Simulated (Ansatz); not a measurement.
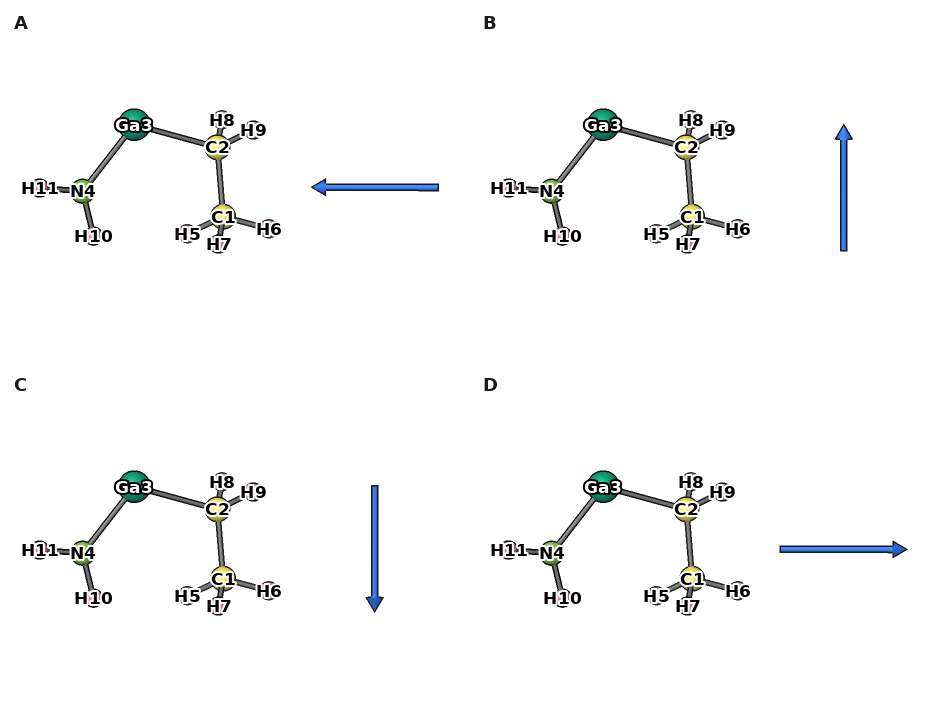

The same molecule four times, each with an arrow. Charge 0, doublet. Computed geometry: PBE-D4/def2-SVP optimisation. No frequency run is at hand to confirm it as a minimum. Level of theory: UKS PBE-D4/def2-SVP (Ansatz 0.2.0).

> Which arrow points along the dipole moment, from the negative to the positive end?

C. The dipole moment is 1.16 D; it points from the side of Ga3, H8, H9 to the side of H5, H7 (the outermost atoms at the two ends).
